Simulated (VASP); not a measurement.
Band structure of Ag (fcc). Method: TPSS meta-GGA, VASP's PBE PAW potentials (set 64) (plane waves; VASP 6.6.1).

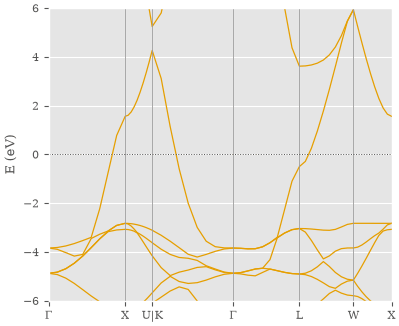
*Bands along high-symmetry lines, zero at the valence-band maximum or, without a gap, the Fermi level*

Task: Read the plot: is there a gap, and where are the band edges?

Result: It has no gap at this level: it comes out as a metal or semimetal.

The compound is Ag in the fcc structure. It was relaxed first.
